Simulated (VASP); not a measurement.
Band structure of LiH (rock salt). These are rev-vdW-DF2, VASP's PBE PAW potentials (set 64) (plane waves; VASP) values and carry that method's errors.

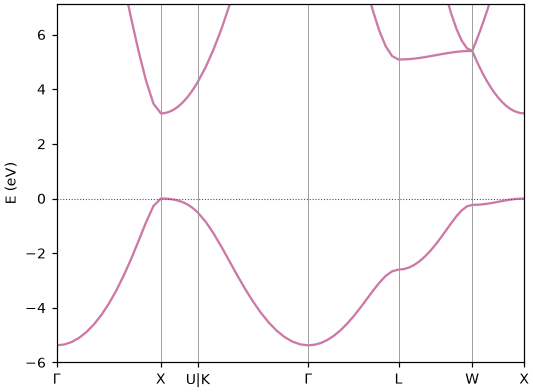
*Bands along high-symmetry lines, zero at the valence-band maximum or, without a gap, the Fermi level*

Problem. Read the plot: is there a gap, and where are the band edges?

Solution. The gap is direct, 3.12 eV, from the valence maximum at X to the conduction minimum at X. (Edges off the drawn lines would not show.)

The compound is LiH in the rock salt structure. It was relaxed first, which changed the volume by -6 %.
